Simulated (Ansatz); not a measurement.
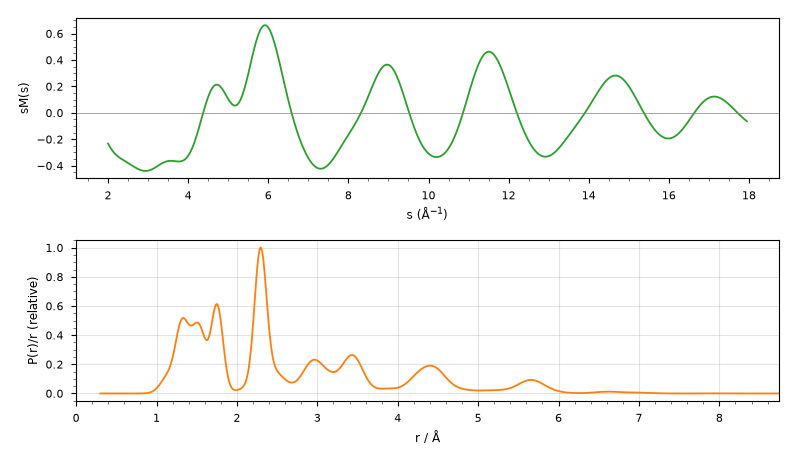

Simulated gas electron diffraction: reduced molecular intensity sM(s) from the Debye equation in the first Born approximation (top) and the radial distribution curve (bottom) of CH₇AlBNSi. Each pair of atoms contributes with weight ZᵢZⱼ/r; damping constant 0.0015 Å²; vibrational amplitudes assumed, not computed: 0.05 Å for bonds, 0.078 Å for bonds to H, 0.06 + 0.015 r up to 0.15 Å for other pairs. The geometry is the end point of an optimisation (RKS r2SCAN/STO-3G (Ansatz 0.2.0)); it may be a saddle point or a higher isomer.

### Assign the first 8 clear peaks of the radial distribution curve (– bonded, ··· not bonded).

Peak 1, 1.33 Å: C–H 1.12 Å, B–H 1.17 Å (×2), N–C 1.31 Å, not resolved
Peak 2, 1.50 Å: Si–H 1.45 Å (×3), Al–H 1.50 Å, C–B 1.56 Å, not resolved
Peak 3, 1.75 Å: Al–N 1.75 Å
Peak 4, 2.29 Å: Si–Al 2.29 Å, N···B 2.50 Å, not resolved
Peak 5, 2.96 Å: N···H 2.74–2.83 Å (×2), Al···C 2.95 Å, Al···H 3.14–3.15 Å (×3), not resolved
Peak 6, 3.43 Å: Al···H 3.37 Å, Si···H 3.43 Å, Si···N 3.44 Å, not resolved
Peak 7, 4.40 Å: Al···B 4.26 Å, Si···C 4.46 Å, not resolved
Peak 8, 5.66 Å: Si···B 5.63 Å, B···H 5.65–5.91 Å (×2), Si···H 5.77 Å, not resolved; in its flanks Al···H 5.28 Å
